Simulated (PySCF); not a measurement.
Ionisation energy of neutral scandium ([Ar] 3d 4s² → [Ar] 3d 4s). PySCF, aug-cc-pVTZ-DK, spin-free X2C-1e, unrestricted single determinants, no spin-orbit coupling. Methods marked “valence” freeze 18 core electrons.

By method:

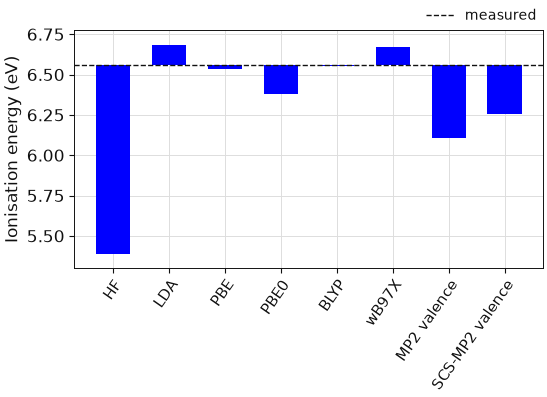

| Method | Ionisation energy (eV) |
| --- | --- |
| HF | 5.39 |
| LDA | 6.69 |
| PBE | 6.53 |
| PBE0 | 6.38 |
| BLYP | 6.55 |
| wB97X | 6.67 |
| MP2 valence | 6.11 |
| SCS-MP2 valence | 6.25 |

The values run from 5.39 eV (HF) to 6.69 eV (LDA). The measured value is 6.56 eV; nearest to it come BLYP (−0.01) and PBE (−0.03), furthest HF (−1.17 eV).
